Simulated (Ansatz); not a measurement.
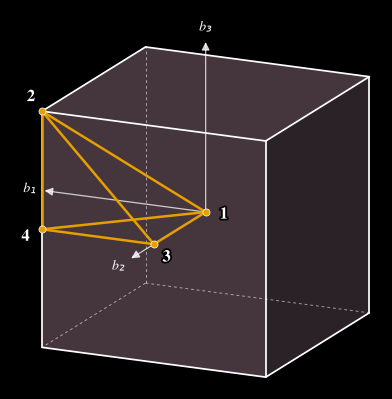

The first Brillouin zone of a simple cubic lattice (cP; extended symbol cP2) is drawn with its special points numbered. Crystal: Nb₄O₃, the geometry relaxed with Ansatz, DFT PBE, scalar-relativistic, plane waves, PAW; the starting structure was generated, so it need not be a known form of this composition. Symmetry computed with spglib at a tolerance of 0.002 Å; standard conventional cell.

a = 4.403 Å, b = 4.403 Å, c = 4.403 Å, α = 90.00°, β = 90.00°, γ = 90.00°.

Labels and path follow the convention of Hinuma et al. (2017), as computed by seekpath; the arrows show the directions of the reciprocal primitive vectors b₁, b₂, b₃, in which coordinates are given.

Which special point is each number?

| no. | label | coordinates |
| --- | --- | --- |
| 1 | Γ | (0, 0, 0) |
| 2 | R | (1/2, 1/2, 1/2) |
| 3 | X | (0, 1/2, 0) |
| 4 | M | (1/2, 1/2, 0) |
